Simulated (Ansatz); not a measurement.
**Fields on a plane of Al12W (space group Im-3)**

```
Al12W
1.0
   -3.76905     3.76905     3.76905
    3.76905    -3.76905     3.76905
    3.76905     3.76905    -3.76905
Al W
12 1
Cartesian
  1.40051   2.32628   0.00000
  2.36854   1.44277   3.76905
  1.40051   5.21183   0.00000
  2.36854  -1.44277   3.76905
  0.00000   1.40051   2.32628
  3.76905   2.36854   1.44277
  0.00000   1.40051   5.21183
  3.76905   2.36854  -1.44277
  2.32628   0.00000   1.40051
  1.44277   3.76905   2.36854
  5.21183   0.00000   1.40051
 -1.44277   3.76905   2.36854
  0.00000   0.00000   0.00000
```

The slice is a {211} plane (indices of the conventional cell) through the point (0.309, 0.814, 0.123) (fractional), spanned by u = [111] and v = [1 0 -1] in vectors of this cell: u (6.53 Å) and v (10.66 Å, at 90° to u). It covers one period; positions are fractions (u, v).

Atoms on it: Al at (0.00, 0.00); Al at (0.33, 0.16), 0.2 Å off the plane. Other atoms lie within 1 Å of the plane.

All values below come from PBEsol (plane waves to 420 eV, PAW, scalar-relativistic; Ansatz, a quantum-chemistry and plane-wave program). k mesh 7×7×7. Near the nuclei the fields are pseudised (PAW); where an atom keeps semicore shells as valence, they peak there. Al12W is run without spin polarisation. Al12W was relaxed with its symmetry unable to fall. Spin-orbit coupling is left out, though W is heavy.

```
|0011222211000011223333332222222211|
|2222221111111111223333222222222222|
|2222221111112222223333222222222222|
|2211111122222222333333222222222222|
|2211112222222222222222222222222222|
|2222222233332222222222223322111122|
|3322223333222211111122223311001122|
|3333333333222211111122223322112233|
|3322333333221111111122222233223333|
|2222222222222211112222222222222222|
|2222222233222222222222222222222222|
|2222333333333333332222223333333322|
|3333333333333333333322223333332222|
|3333334444444433333322223333332222|
|3333446677775533333322222222222233|
|3344558899996644333322222222222233|
|3333558899997744333333222222222233|
|3333446688775544333333222222222233|
|3333334455444433333333223333332222|
|2233333333333333332222222233331111|
|2233333333333333222222222233221100|
|2222222233222222221111111122222211|
|3322222222000011221111001111223333|
|3322223322000011222211000011222233|
|3333333333221122332222111111222233|
|2233333333222222222222222222222233|
|0011332222221122222233332222222211|
|0000222211111111223333332222222200|
```
Scale: ten equal steps from -1.20 (start of '0') to 0.53 (end of '9'), in the order '0123456789'. Values: log₁₀ of the valence density in e/Å³. The map has 17 points along u (two characters each, u = 0 at the left) and 28 along v (v = 0 in the bottom row). The scale is logarithmic, as a density can span decades between atoms and voids.

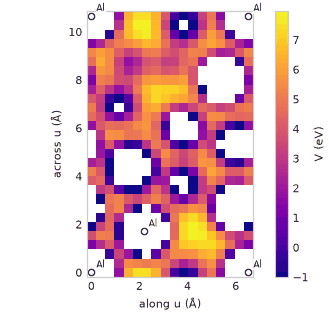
Fig. 1. Electrostatic potential energy of an electron, from the cell's mean, in eV, one period of the plane, atoms marked. Points within 1 Å of a nucleus are left white, as the pseudised field means little there. Values under -1 eV are set to -1. The zero, the cell's mean, hangs on the PAW cores.
